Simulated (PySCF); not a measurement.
# C₂H₄N₂Si: NMR shifts at several levels of theory, part 1 of 2

Aim: compute the NMR shifts of C₂H₄N₂Si (`C=N[SiH2]C#N`) at several levels, and see how far they spread and what each costs.

The runs use PySCF 2.14.0, with density-fitted response routines of our own; the level of theory stands in each step. All values are computed, except where a source is named. Atoms count from 0, in the outputs and in this text.

**1. The starting structure**

9 atoms, charge 0, multiplicity 1; geometry from: PBE0-D3(BJ)/def2-SVP.

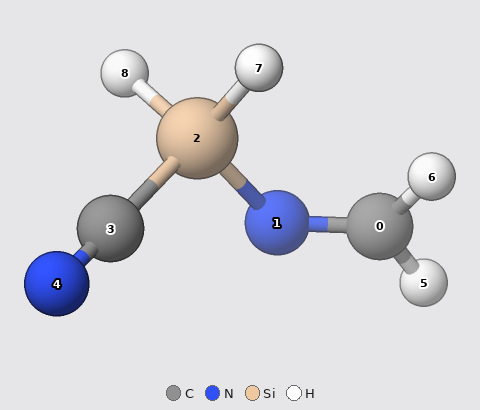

The starting geometry (carbon grey, nitrogen blue, silicon light orange, hydrogen white), atoms numbered.

**2. NMR shieldings: HF/pcSseg-2**

Job settings and geometry (Å):

```
{"job": {"kind": "nmr", "xc": "HF", "basis": "pcSseg-2", "pop": false}, "charge": 0, "multiplicity": 1}
C     -1.415693     0.333699     0.813275
N     -0.874723     0.237997    -0.323832
Si     0.596022    -0.634693    -0.669136
C      1.809783     0.614422    -1.316980
N      2.583713     1.384357    -1.707505
H     -2.352281     0.907881     0.936025
H     -1.016489    -0.122858     1.744887
H      1.231571    -1.282343     0.519385
H      0.344936    -1.617701    -1.752505
```

Method: GIAO HF/pcSseg-2 NMR shielding, non-relativistic, gas phase.

On the command line:

```console
$ OMP_NUM_THREADS=1 python probes_run.py task.json out
```

This one command runs all jobs of the session in turn.

The program printed:

```text
final grid: 77816 points
cycle   1  E = -475.8612795004  dE =  4.851e-01  |g| = 5.710e-01  |ddm| = 2.230e+00
cycle   2  E = -475.9298403549  dE = -6.856e-02  |g| = 4.263e-01  |ddm| = 5.245e-01
cycle   3  E = -475.9668857680  dE = -3.705e-02  |g| = 8.471e-02  |ddm| = 2.448e-01
cycle   4  E = -475.9694096225  dE = -2.524e-03  |g| = 3.383e-02  |ddm| = 9.117e-02
cycle   5  E = -475.9697548492  dE = -3.452e-04  |g| = 1.152e-02  |ddm| = 2.995e-02
cycle   6  E = -475.9698002169  dE = -4.537e-05  |g| = 3.969e-03  |ddm| = 1.166e-02
cycle   7  E = -475.9698110130  dE = -1.080e-05  |g| = 1.677e-03  |ddm| = 6.150e-03
cycle   8  E = -475.9698127723  dE = -1.759e-06  |g| = 5.379e-04  |ddm| = 2.663e-03
cycle   9  E = -475.9698129618  dE = -1.895e-07  |g| = 1.768e-04  |ddm| = 8.654e-04
cycle  10  E = -475.9698129829  dE = -2.109e-08  |g| = 4.568e-05  |ddm| = 3.154e-04
cycle  11  E = -475.9698129842  dE = -1.383e-09  |g| = 1.213e-05  |ddm| = 8.093e-05
cycle  12  E = -475.9698129844  dE = -1.262e-10  |g| = 4.974e-06  |ddm| = 1.928e-05
converged SCF energy = -475.9698129844

GIAO shielding tensors (ppm)
atom      isotropic    diamagn.    paramagn.     s11        s22        s33       span
  0 C       11.298     248.394    -237.096   -107.971      4.965    136.900    244.871
  1 N     -134.827     327.183    -462.009   -523.371   -177.968    296.859    820.231
  2 Si     437.362     874.141    -436.779    378.009    451.668    482.409    104.399
  3 C       57.720     267.734    -210.014    -62.046    -59.825    295.033    357.079
  4 N     -113.582     329.686    -443.268   -318.745   -311.710    289.708    608.453
  5 H       23.249      28.356      -5.107     22.131     22.613     25.003      2.872
  6 H       23.460      31.013      -7.553     20.714     22.666     27.000      6.285
  7 H       27.189      29.506      -2.317     24.696     25.705     31.165      6.468
  8 H       26.955      28.106      -1.151     24.588     25.288     30.988      6.400
```

Run time: 11 s. Hardware: 1 thread of Arm Neoverse V1, shared host; peak memory 0.92 GiB.

The references, computed at this level on geometries of the same kind, shield at (ppm): ¹H TMS 31.68, ¹³C TMS 191.5, ²⁹Si TMS 383.0, ¹⁵N NH3 260.7. Their shielding less the atom's gives the shift. The references are single molecules in the gas phase, so shifts against H2O, NH3, PH3, H3PO4 or CFCl3 are not on the usual liquid scales and can be off by tens of ppm. Atoms listed in one row are averaged.

| atoms | environment | σ (ppm) | δ (ppm) |
| --- | --- | --- | --- |
| C0 | C=N carbon | 11.3 | 180.2 |
| C3 | nitrile carbon | 57.7 | 133.8 |
| H5 | hydrogen on a C=N carbon | 23.25 | 8.43 |
| H6 | hydrogen on a C=N carbon | 23.46 | 8.22 |
| H7, H8 | hydrogen on a silicon bonded to C, N | 27.07 | 4.61 |
| N1 | imine nitrogen | -134.8 | 395.6 |
| N4 | nitrile nitrogen | -113.6 | 374.3 |
| Si2 | silicon bonded to C, N, 2 H | 437.4 | -54.4 |

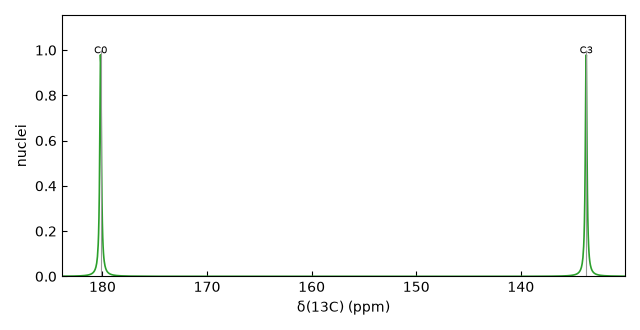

¹³C lines at the computed shifts, without couplings. Lines are broadened to a width of 0.19 ppm (Lorentzian).

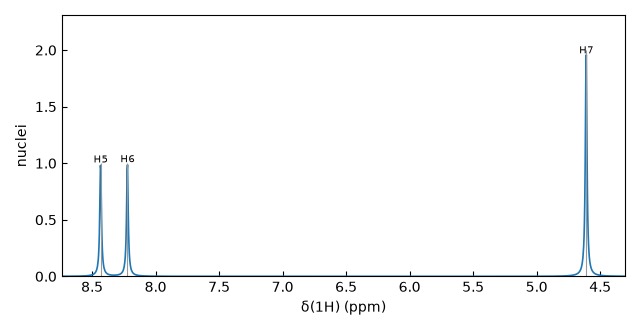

¹H lines at the computed shifts, without couplings. Lines are broadened to a width of 0.02 ppm (Lorentzian).

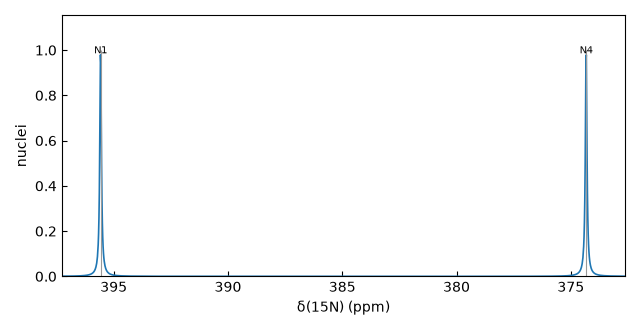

¹⁵N lines at the computed shifts, without couplings. Lines are broadened to a width of 0.08 ppm (Lorentzian).

**3. Shielding tensors: LDA/pcSseg-2**

Settings changed since step 2:

```diff
@@ -1,2 +1,2 @@
-{"job": {"kind": "nmr", "xc": "HF", "basis": "pcSseg-2", "pop": false}, "charge": 0, "multiplicity": 1}
+{"job": {"kind": "nmr", "xc": "LDA", "basis": "pcSseg-2", "pop": false}, "charge": 0, "multiplicity": 1}
 C     -1.415693     0.333699     0.813275
```

Level: GIAO LDA/pcSseg-2 NMR shielding, non-relativistic, gas phase.

The program printed:

```text
coarse grid: 8400 points
cycle   1  E = -474.8391253150  dE =  3.468e-01  |g| = 5.370e-01  |ddm| = 2.407e+00
cycle   2  E = -474.4869063418  dE =  3.522e-01  |g| = 1.313e+00  |ddm| = 1.657e+00
cycle   3  E = -474.8857590383  dE = -3.989e-01  |g| = 2.923e-01  |ddm| = 1.313e+00
cycle   4  E = -474.9006146143  dE = -1.486e-02  |g| = 1.346e-01  |ddm| = 1.750e-01
cycle   5  E = -474.9036991289  dE = -3.085e-03  |g| = 6.421e-02  |ddm| = 9.718e-02
cycle   6  E = -474.9046079673  dE = -9.088e-04  |g| = 1.348e-02  |ddm| = 4.158e-02
cycle   7  E = -474.9046583632  dE = -5.040e-05  |g| = 3.700e-03  |ddm| = 1.408e-02
cycle   8  E = -474.9046620609  dE = -3.698e-06  |g| = 6.439e-04  |ddm| = 3.549e-03
final grid: 77816 points
cycle   9  E = -474.9098048543  dE = -3.228e-05  |g| = 2.473e-03  |ddm| = 2.310e-02
cycle  10  E = -474.9097974905  dE =  7.364e-06  |g| = 6.205e-03  |ddm| = 5.602e-03
cycle  11  E = -474.9098056424  dE = -8.152e-06  |g| = 1.602e-03  |ddm| = 3.816e-03
cycle  12  E = -474.9098061030  dE = -4.606e-07  |g| = 6.845e-04  |ddm| = 1.201e-03
cycle  13  E = -474.9098061900  dE = -8.706e-08  |g| = 2.742e-04  |ddm| = 5.121e-04
cycle  14  E = -474.9098062073  dE = -1.722e-08  |g| = 4.636e-05  |ddm| = 1.612e-04
cycle  15  E = -474.9098062078  dE = -5.246e-10  |g| = 1.046e-05  |ddm| = 4.366e-05
converged SCF energy = -474.9098062078

GIAO shielding tensors (ppm)
atom      isotropic    diamagn.    paramagn.     s11        s22        s33       span
  0 C      -16.001     250.635    -266.635   -104.017    -58.464    114.478    218.495
  1 N     -167.542     324.603    -492.145   -585.953   -188.570    271.897    857.850
  2 Si     363.131     878.705    -515.574    283.837    378.283    427.274    143.437
  3 C       52.206     263.222    -211.016    -64.961    -61.975    283.555    348.516
  4 N     -114.873     331.102    -445.974   -317.209   -310.877    283.468    600.677
  5 H       21.727      28.260      -6.532     20.847     21.447     22.889      2.042
  6 H       21.607      29.720      -8.113     19.954     21.556     23.310      3.357
  7 H       25.521      28.344      -2.823     22.935     24.316     29.312      6.377
  8 H       25.136      27.351      -2.216     23.173     23.666     28.568      5.395
```

Wall time 24 s (1 thread of Arm Neoverse V1, shared host); peak memory 0.8 GiB.

Key values: δ C0 196.3, C3 128.1, N1 434.2, N4 381.5, H6 9.16, H5 9.04 ppm.

**4. NMR shieldings: PBE/pcSseg-2**

Settings changed since step 3:

```diff
@@ -1,2 +1,2 @@
-{"job": {"kind": "nmr", "xc": "LDA", "basis": "pcSseg-2", "pop": false}, "charge": 0, "multiplicity": 1}
+{"job": {"kind": "nmr", "xc": "PBE", "basis": "pcSseg-2", "pop": false}, "charge": 0, "multiplicity": 1}
 C     -1.415693     0.333699     0.813275
```

Method: GIAO PBE/pcSseg-2 NMR shielding, non-relativistic, gas phase.

The program printed:

```text
coarse grid: 8400 points
cycle   1  E = -477.2199254678  dE =  3.616e-01  |g| = 5.437e-01  |ddm| = 2.289e+00
cycle   2  E = -476.8559867243  dE =  3.639e-01  |g| = 1.331e+00  |ddm| = 1.672e+00
cycle   3  E = -477.2682650580  dE = -4.123e-01  |g| = 2.954e-01  |ddm| = 1.318e+00
cycle   4  E = -477.2839693200  dE = -1.570e-02  |g| = 1.320e-01  |ddm| = 1.794e-01
cycle   5  E = -477.2869386586  dE = -2.969e-03  |g| = 6.269e-02  |ddm| = 9.816e-02
cycle   6  E = -477.2878250506  dE = -8.864e-04  |g| = 1.223e-02  |ddm| = 4.097e-02
cycle   7  E = -477.2878674635  dE = -4.241e-05  |g| = 3.196e-03  |ddm| = 1.324e-02
cycle   8  E = -477.2878702875  dE = -2.824e-06  |g| = 5.861e-04  |ddm| = 3.238e-03
final grid: 77816 points
cycle   9  E = -477.3026630054  dE = -5.934e-05  |g| = 8.854e-03  |ddm| = 3.432e-02
cycle  10  E = -477.3026057294  dE =  5.728e-05  |g| = 1.804e-02  |ddm| = 2.097e-02
cycle  11  E = -477.3026721317  dE = -6.640e-05  |g| = 6.559e-03  |ddm| = 1.427e-02
cycle  12  E = -477.3026814941  dE = -9.362e-06  |g| = 1.293e-03  |ddm| = 3.243e-03
cycle  13  E = -477.3026817674  dE = -2.734e-07  |g| = 6.296e-04  |ddm| = 1.136e-03
cycle  14  E = -477.3026818540  dE = -8.653e-08  |g| = 1.429e-04  |ddm| = 3.905e-04
cycle  15  E = -477.3026818594  dE = -5.460e-09  |g| = 2.574e-05  |ddm| = 1.283e-04
cycle  16  E = -477.3026818596  dE = -1.663e-10  |g| = 6.923e-06  |ddm| = 2.608e-05
converged SCF energy = -477.3026818596

GIAO shielding tensors (ppm)
atom      isotropic    diamagn.    paramagn.     s11        s22        s33       span
  0 C       -6.548     250.450    -256.998    -97.486    -36.365    114.207    211.693
  1 N     -147.593     324.641    -472.234   -534.446   -176.073    267.741    802.187
  2 Si     384.565     878.186    -493.621    312.740    398.754    442.202    129.463
  3 C       56.360     262.673    -206.312    -58.961    -55.836    283.878    342.839
  4 N     -105.068     332.150    -437.218   -305.023   -297.552    287.372    592.394
  5 H       22.295      28.475      -6.180     21.530     22.094     23.261      1.731
  6 H       22.180      30.255      -8.074     20.345     22.020     24.177      3.832
  7 H       26.139      29.179      -3.040     23.602     24.907     29.909      6.307
  8 H       25.836      28.015      -2.179     23.844     24.348     29.317      5.473
```

Run time: 29 s. Hardware: 1 thread of Arm Neoverse V1, shared host; peak memory 0.84 GiB.

Key values: δ C0 185.9, C3 123.0, N1 408.6, N4 366.1, H6 9.00, H5 8.88 ppm.

**5. Nuclear shieldings: BLYP/pcSseg-2**

Settings changed since step 4:

```diff
@@ -1,2 +1,2 @@
-{"job": {"kind": "nmr", "xc": "PBE", "basis": "pcSseg-2", "pop": false}, "charge": 0, "multiplicity": 1}
+{"job": {"kind": "nmr", "xc": "BLYP", "basis": "pcSseg-2", "pop": false}, "charge": 0, "multiplicity": 1}
 C     -1.415693     0.333699     0.813275
```

Method: GIAO BLYP/pcSseg-2 NMR shielding, non-relativistic, gas phase.

The program printed:

```text
coarse grid: 8400 points
cycle   1  E = -477.5373255764  dE =  3.614e-01  |g| = 5.930e-01  |ddm| = 2.283e+00
cycle   2  E = -477.0886936591  dE =  4.486e-01  |g| = 1.468e+00  |ddm| = 1.913e+00
cycle   3  E = -477.5946429917  dE = -5.059e-01  |g| = 3.172e-01  |ddm| = 1.540e+00
cycle   4  E = -477.6127191099  dE = -1.808e-02  |g| = 1.429e-01  |ddm| = 1.935e-01
cycle   5  E = -477.6160561701  dE = -3.337e-03  |g| = 7.249e-02  |ddm| = 1.118e-01
cycle   6  E = -477.6172301488  dE = -1.174e-03  |g| = 1.408e-02  |ddm| = 4.674e-02
cycle   7  E = -477.6172860806  dE = -5.593e-05  |g| = 3.693e-03  |ddm| = 1.504e-02
cycle   8  E = -477.6172898186  dE = -3.738e-06  |g| = 6.323e-04  |ddm| = 3.673e-03
final grid: 77816 points
cycle   9  E = -477.6367482242  dE = -4.431e-05  |g| = 5.675e-03  |ddm| = 2.885e-02
cycle  10  E = -477.6367247023  dE =  2.352e-05  |g| = 1.159e-02  |ddm| = 1.358e-02
cycle  11  E = -477.6367516515  dE = -2.695e-05  |g| = 4.279e-03  |ddm| = 9.222e-03
cycle  12  E = -477.6367555287  dE = -3.877e-06  |g| = 1.025e-03  |ddm| = 2.235e-03
cycle  13  E = -477.6367557119  dE = -1.832e-07  |g| = 4.490e-04  |ddm| = 8.312e-04
cycle  14  E = -477.6367557535  dE = -4.155e-08  |g| = 1.363e-04  |ddm| = 2.990e-04
cycle  15  E = -477.6367557583  dE = -4.798e-09  |g| = 2.257e-05  |ddm| = 1.185e-04
cycle  16  E = -477.6367557584  dE = -1.234e-10  |g| = 6.595e-06  |ddm| = 2.248e-05
converged SCF energy = -477.6367557584

GIAO shielding tensors (ppm)
atom      isotropic    diamagn.    paramagn.     s11        s22        s33       span
  0 C       -7.977     248.929    -256.906   -100.531    -33.292    109.890    210.421
  1 N     -153.617     324.112    -477.729   -538.666   -184.530    262.344    801.011
  2 Si     376.312     877.483    -501.171    304.770    391.224    432.941    128.171
  3 C       53.498     261.972    -208.475    -63.371    -60.076    283.941    347.312
  4 N     -105.564     330.950    -436.514   -305.917   -298.781    288.007    593.924
  5 H       22.610      28.776      -6.166     21.792     22.491     23.547      1.755
  6 H       22.451      30.331      -7.880     20.633     22.285     24.436      3.803
  7 H       26.450      29.249      -2.799     23.937     25.236     30.177      6.239
  8 H       26.155      28.196      -2.041     24.150     24.683     29.632      5.482
```

Run time: 28 s. Hardware: 1 thread of Arm Neoverse V1, shared host; peak memory 0.74 GiB.

In short: δ C0 183.0, C3 121.5, N1 411.2, N4 363.1, H6 8.92, H5 8.77 ppm.

**6. NMR shieldings: BP86/pcSseg-2**

Settings changed since step 5:

```diff
@@ -1,2 +1,2 @@
-{"job": {"kind": "nmr", "xc": "BLYP", "basis": "pcSseg-2", "pop": false}, "charge": 0, "multiplicity": 1}
+{"job": {"kind": "nmr", "xc": "BP86", "basis": "pcSseg-2", "pop": false}, "charge": 0, "multiplicity": 1}
 C     -1.415693     0.333699     0.813275
```

With the program's defaults for keys left out, this is: GIAO BP86/pcSseg-2 NMR shielding, non-relativistic, gas phase.

The program printed:

```text
coarse grid: 8400 points
cycle   1  E = -477.6260669518  dE =  3.627e-01  |g| = 5.488e-01  |ddm| = 2.278e+00
cycle   2  E = -477.2510080178  dE =  3.751e-01  |g| = 1.350e+00  |ddm| = 1.580e+00
cycle   3  E = -477.6760390244  dE = -4.250e-01  |g| = 2.922e-01  |ddm| = 1.245e+00
cycle   4  E = -477.6913313843  dE = -1.529e-02  |g| = 1.332e-01  |ddm| = 1.789e-01
cycle   5  E = -477.6944190606  dE = -3.088e-03  |g| = 6.111e-02  |ddm| = 9.602e-02
cycle   6  E = -477.6952672223  dE = -8.482e-04  |g| = 1.183e-02  |ddm| = 4.037e-02
cycle   7  E = -477.6953075399  dE = -4.032e-05  |g| = 3.068e-03  |ddm| = 1.290e-02
cycle   8  E = -477.6953101806  dE = -2.641e-06  |g| = 5.357e-04  |ddm| = 3.020e-03
final grid: 77816 points
cycle   9  E = -477.7105491530  dE = -4.988e-05  |g| = 4.130e-03  |ddm| = 3.229e-02
cycle  10  E = -477.7105344565  dE =  1.470e-05  |g| = 8.792e-03  |ddm| = 9.044e-03
cycle  11  E = -477.7105507640  dE = -1.631e-05  |g| = 3.057e-03  |ddm| = 6.295e-03
cycle  12  E = -477.7105526398  dE = -1.876e-06  |g| = 9.161e-04  |ddm| = 1.760e-03
cycle  13  E = -477.7105527704  dE = -1.306e-07  |g| = 4.843e-04  |ddm| = 7.556e-04
cycle  14  E = -477.7105528232  dE = -5.278e-08  |g| = 7.919e-05  |ddm| = 2.797e-04
cycle  15  E = -477.7105528247  dE = -1.517e-09  |g| = 2.080e-05  |ddm| = 7.726e-05
cycle  16  E = -477.7105528249  dE = -1.121e-10  |g| = 3.681e-06  |ddm| = 1.904e-05
converged SCF energy = -477.7105528249

GIAO shielding tensors (ppm)
atom      isotropic    diamagn.    paramagn.     s11        s22        s33       span
  0 C       -5.902     250.357    -256.259    -96.864    -34.900    114.058    210.921
  1 N     -144.609     324.005    -468.614   -526.849   -174.499    267.522    794.370
  2 Si     383.846     878.061    -494.215    313.303    397.827    440.408    127.105
  3 C       56.902     263.091    -206.189    -58.119    -55.117    283.941    342.061
  4 N     -103.867     330.012    -433.880   -303.309   -296.149    287.856    591.165
  5 H       22.391      28.449      -6.058     21.641     22.209     23.322      1.681
  6 H       22.265      30.297      -8.032     20.419     22.052     24.325      3.906
  7 H       26.194      29.142      -2.949     23.667     24.938     29.976      6.309
  8 H       25.901      27.990      -2.089     23.888     24.416     29.400      5.512
```

Run time: 28 s. Hardware: 1 thread of Arm Neoverse V1, shared host; peak memory 0.74 GiB.

Key values: δ C0 185.1, C3 122.3, N1 403.8, N4 363.1, H6 8.97, H5 8.84 ppm.

**7. Shielding tensors: OPBE/pcSseg-2**

Settings changed since step 6:

```diff
@@ -1,2 +1,2 @@
-{"job": {"kind": "nmr", "xc": "BP86", "basis": "pcSseg-2", "pop": false}, "charge": 0, "multiplicity": 1}
+{"job": {"kind": "nmr", "xc": "OPBE", "basis": "pcSseg-2", "pop": false}, "charge": 0, "multiplicity": 1}
 C     -1.415693     0.333699     0.813275
```

Level: GIAO OPBE/pcSseg-2 NMR shielding, non-relativistic, gas phase.

The program printed:

```text
coarse grid: 8400 points
cycle   1  E = -477.4737776733  dE =  3.532e-01  |g| = 5.092e-01  |ddm| = 2.324e+00
cycle   2  E = -477.1559820864  dE =  3.178e-01  |g| = 1.240e+00  |ddm| = 1.563e+00
cycle   3  E = -477.5191765165  dE = -3.632e-01  |g| = 2.639e-01  |ddm| = 1.194e+00
cycle   4  E = -477.5315420917  dE = -1.237e-02  |g| = 1.279e-01  |ddm| = 1.761e-01
cycle   5  E = -477.5344414922  dE = -2.899e-03  |g| = 5.777e-02  |ddm| = 9.314e-02
cycle   6  E = -477.5352218477  dE = -7.804e-04  |g| = 9.640e-03  |ddm| = 3.718e-02
cycle   7  E = -477.5352489064  dE = -2.706e-05  |g| = 2.477e-03  |ddm| = 1.125e-02
cycle   8  E = -477.5352506415  dE = -1.735e-06  |g| = 5.688e-04  |ddm| = 2.893e-03
final grid: 77816 points
cycle   9  E = -477.5360634902  dE = -2.207e-04  |g| = 8.796e-03  |ddm| = 6.723e-02
cycle  10  E = -477.5360524510  dE =  1.104e-05  |g| = 9.434e-03  |ddm| = 1.475e-02
cycle  11  E = -477.5360732166  dE = -2.077e-05  |g| = 3.883e-03  |ddm| = 1.047e-02
cycle  12  E = -477.5360745769  dE = -1.360e-06  |g| = 3.069e-03  |ddm| = 2.901e-03
cycle  13  E = -477.5360766799  dE = -2.103e-06  |g| = 3.132e-04  |ddm| = 1.588e-03
cycle  14  E = -477.5360766955  dE = -1.565e-08  |g| = 2.052e-04  |ddm| = 3.285e-04
cycle  15  E = -477.5360767036  dE = -8.126e-09  |g| = 8.600e-05  |ddm| = 1.670e-04
cycle  16  E = -477.5360767054  dE = -1.760e-09  |g| = 7.112e-06  |ddm| = 6.869e-05
cycle  17  E = -477.5360767054  dE = -1.000e-11  |g| = 1.770e-06  |ddm| = 8.271e-06
converged SCF energy = -477.5360767054

GIAO shielding tensors (ppm)
atom      isotropic    diamagn.    paramagn.     s11        s22        s33       span
  0 C        3.427     252.554    -249.126    -86.571    -23.554    120.406    206.976
  1 N     -122.200     326.463    -448.663   -486.253   -153.289    272.942    759.195
  2 Si     410.639     879.095    -468.456    344.376    424.019    463.521    119.145
  3 C       63.719     263.662    -199.943    -47.703    -45.068    283.930    331.633
  4 N      -91.661     337.236    -428.898   -287.407   -279.085    291.509    578.916
  5 H       22.267      28.267      -6.000     21.563     22.075     23.163      1.600
  6 H       22.225      30.608      -8.383     20.258     21.999     24.420      4.162
  7 H       26.224      29.868      -3.644     23.725     24.934     30.013      6.288
  8 H       25.969      28.290      -2.321     23.980     24.446     29.483      5.503
```

Run time: 30 s. Hardware: 1 thread of Arm Neoverse V1, shared host; peak memory 0.74 GiB.

This run: δ C0 181.0, C3 120.7, N1 385.0, N4 354.5, H6 8.97, H5 8.93 ppm.

**8. Nuclear shieldings: KT2/pcSseg-2**

Settings changed since step 7:

```diff
@@ -1,2 +1,2 @@
-{"job": {"kind": "nmr", "xc": "OPBE", "basis": "pcSseg-2", "pop": false}, "charge": 0, "multiplicity": 1}
+{"job": {"kind": "nmr", "xc": "KT2", "basis": "pcSseg-2", "pop": false}, "charge": 0, "multiplicity": 1}
 C     -1.415693     0.333699     0.813275
```

Method: GIAO KT2/pcSseg-2 NMR shielding, non-relativistic, gas phase.

The program printed:

```text
coarse grid: 8400 points
cycle   1  E = -483.2772475955  dE =  3.820e-01  |g| = 5.334e-01  |ddm| = 2.238e+00
cycle   2  E = -482.8863830485  dE =  3.909e-01  |g| = 1.344e+00  |ddm| = 1.593e+00
cycle   3  E = -483.3342057152  dE = -4.478e-01  |g| = 2.308e-01  |ddm| = 1.232e+00
cycle   4  E = -483.3428638277  dE = -8.658e-03  |g| = 1.324e-01  |ddm| = 1.744e-01
cycle   5  E = -483.3462942836  dE = -3.430e-03  |g| = 5.054e-02  |ddm| = 9.463e-02
cycle   6  E = -483.3469038318  dE = -6.095e-04  |g| = 9.065e-03  |ddm| = 3.553e-02
cycle   7  E = -483.3469263467  dE = -2.251e-05  |g| = 2.597e-03  |ddm| = 1.115e-02
cycle   8  E = -483.3469283013  dE = -1.955e-06  |g| = 4.817e-04  |ddm| = 2.777e-03
final grid: 77816 points
cycle   9  E = -483.3737914142  dE = -2.683e-04  |g| = 1.406e-02  |ddm| = 1.236e-01
cycle  10  E = -483.3737534049  dE =  3.801e-05  |g| = 1.690e-02  |ddm| = 2.250e-02
cycle  11  E = -483.3738003650  dE = -4.696e-05  |g| = 9.027e-03  |ddm| = 1.775e-02
cycle  12  E = -483.3738174871  dE = -1.712e-05  |g| = 2.813e-03  |ddm| = 4.843e-03
cycle  13  E = -483.3738192889  dE = -1.802e-06  |g| = 5.895e-04  |ddm| = 2.191e-03
cycle  14  E = -483.3738193552  dE = -6.638e-08  |g| = 2.759e-04  |ddm| = 5.583e-04
cycle  15  E = -483.3738193716  dE = -1.632e-08  |g| = 8.774e-05  |ddm| = 1.975e-04
cycle  16  E = -483.3738193737  dE = -2.137e-09  |g| = 7.653e-06  |ddm| = 7.229e-05
cycle  17  E = -483.3738193737  dE = -1.819e-11  |g| = 1.355e-06  |ddm| = 9.150e-06
converged SCF energy = -483.3738193737

GIAO shielding tensors (ppm)
atom      isotropic    diamagn.    paramagn.     s11        s22        s33       span
  0 C        8.134     250.672    -242.538    -78.254    -14.169    116.824    195.078
  1 N     -117.368     322.537    -439.904   -469.419   -149.066    266.382    735.802
  2 Si     410.141     879.757    -469.616    342.805    422.338    465.279    122.474
  3 C       68.609     263.273    -194.665    -41.041    -37.372    284.240    325.281
  4 N      -84.434     326.814    -411.248   -274.675   -265.988    287.360    562.035
  5 H       22.605      27.977      -5.372     21.687     22.704     23.425      1.738
  6 H       22.499      30.441      -7.942     20.617     21.935     24.946      4.329
  7 H       26.156      28.989      -2.833     23.571     24.929     29.968      6.398
  8 H       25.875      27.809      -1.933     23.746     24.382     29.499      5.753
```

Wall time 30 s (1 thread of Arm Neoverse V1, shared host); peak memory 0.74 GiB.

This run: δ C0 174.1, C3 113.7, N1 377.5, N4 344.6, H6 8.68, H5 8.57 ppm.

(Continued in part 2 of 2.)
